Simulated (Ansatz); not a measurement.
Consider Li2HRh2.

The calculation's input:

```
crystal:
  lattice:
    - [2.6978732579, 0.0, 0.0]
    - [-1.348936629, 2.3364267775, 0.0]
    - [0.0, 0.0, 9.0514848102]
  atoms:
    - { symbol: Li, position: [0.6666666667, 0.3333333333, 0.8706575935] }
    - { symbol: Li, position: [0.3333333333, 0.6666666667, 0.1293424065] }
    - { symbol: H, position: [0.0, 0.0, 0.0] }
    - { symbol: Rh, position: [0.6666666667, 0.3333333333, 0.3796056052] }
    - { symbol: Rh, position: [0.3333333333, 0.6666666667, 0.6203943948] }
basis:
  ecutwfc: 500
kpoints:
  mp_grid: { grid: [12, 12, 4] }
  band_path:
    path:
      - [[0.0, 0.0, 0.0], [0.5, 0.0, 0.0], [0.33333333, 0.33333333, 0.0], [0.0, 0.0, 0.0], [0.0, 0.0, 0.5], [0.5, 0.0, 0.5], [0.33333333, 0.33333333, 0.5], [0.0, 0.0, 0.5]]
      - [[0.5, 0.0, 0.5], [0.5, 0.0, 0.0]]
      - [[0.33333333, 0.33333333, 0.5], [0.33333333, 0.33333333, 0.0]]
    npoints: 14
hamiltonian:
  xc: r2scan
scf:
  occupations: { method: gaussian, width: 0.1 }
  n_extra_bands: 12
output:
  forces: true
  stress: true
  eigenvalues: true
  populations: true
  dos: { projected: true, de: 0.02, nscf_kmesh: { grid: [15, 15, 5] } }
  bader: true
  write_density: true
  write_potential: true
  elf: true
  volumetric_format: npy
```

Command:

```sh
ansatz run input.yaml --threads 1 --pin off --max-ram 2560MiB --backend cpu --events-out ev --progress --plain --runs-dir out
```

Below, planes, directions and counts refer to the conventional cell (a = 2.70 Å, b = 2.70 Å, c = 9.05 Å, α = 90.00°, β = 90.00°, γ = 120.00°).

Space group P-3m1; a generated structure, not necessarily the stable one; computed pressure about −3 GPa in this cell; computed without spin polarisation.

Theory: DFT r2SCAN, scalar-relativistic, plane waves, PAW in Ansatz.

> Predict the valence pseudo-density and electron localisation function between the atoms.

Li–H (1.95 Å): the density is about 0.14 e/Å³ at the midpoint; the ELF climbs to about 1 towards the hydrogen.
Rh–Rh (2.68 Å): ρ is about 0.37 e/Å³ halfway; the ELF is about 0.25 at the midpoint; no shared electron pair shows on this line.
Li–Rh (2.75 Å): the density is about 0.2 e/Å³ at the midpoint; the ELF is about 0.30 at the midpoint; no localised pair shows between them.
Bader's partition of the density gives Li +0.85, H −0.90 and Rh −0.40 e.

> Which way does charge flow, and how much by Bader's partition?

Electrons move from Li towards H and Rh. Bader charges: Li +0.85, H −0.90 and Rh −0.40 e.

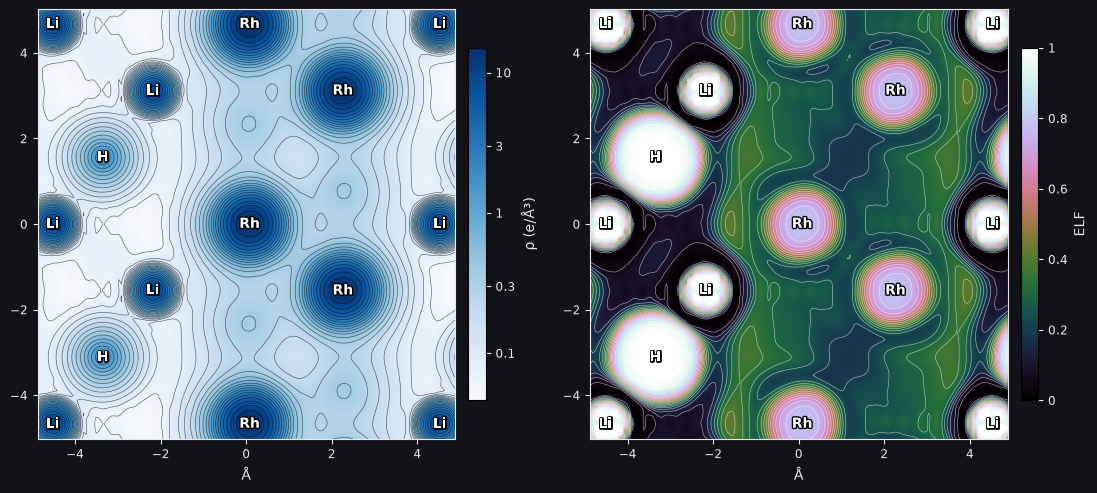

Computed valence pseudo-density and electron localisation function on the (110) plane of the conventional cell, in this order. 

Core electrons are frozen (PAW), and the valence fields are smoothed inside the atomic spheres.
